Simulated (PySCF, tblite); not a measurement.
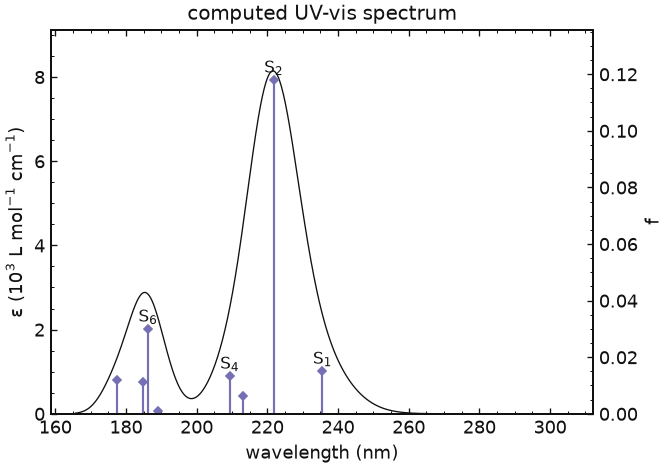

Computed absorption of C₇H₆O₂, SMILES C#C[C@]1(C)C=C1OC=O. Vertical TDDFT excitations, PBE0/def2-SVPD in PySCF, at a GFN2-xTB geometry (a minimum by its frequencies), gas phase. The lowest 8 singlet states are shown; each is broadened by a Gaussian of 1/e half-width 0.25 eV. Sticks give oscillator strengths (right axis).

**Which of the computed transitions is the brightest, and what character does the calculation give it?**

S2 at 5.59 eV (222 nm), f = 0.118, mainly HOMO−1 → LUMO (85 %).

**List the transitions behind the spectrum.**

| state | E (eV) | λ (nm) | f | main character |
| --- | --- | --- | --- | --- |
| S1 | 5.26 | 236 | 0.015 | HOMO → LUMO (71 %) |
| S2 | 5.59 | 222 | 0.118 | HOMO−1 → LUMO (85 %) |
| S3 | 5.82 | 213 | 0.006 | HOMO−3 → LUMO (61 %) |
| S4 | 5.92 | 209 | 0.013 | HOMO−2 → LUMO (82 %) |
| S5 | 6.55 | 189 | 0.001 | HOMO−2 → LUMO+1 (16 %) |
| S6 | 6.66 | 186 | 0.030 | HOMO−1 → LUMO+1 (40 %) |
| S7 | 6.71 | 185 | 0.011 | HOMO → LUMO+1 (27 %) |
| S8 | 6.98 | 178 | 0.012 | HOMO−2 → LUMO+1 (37 %) |

Note: the tight-binding geometry is rougher than a DFT one and adds to the error; one conformer of a flexible molecule; core orbitals are frozen in the response.
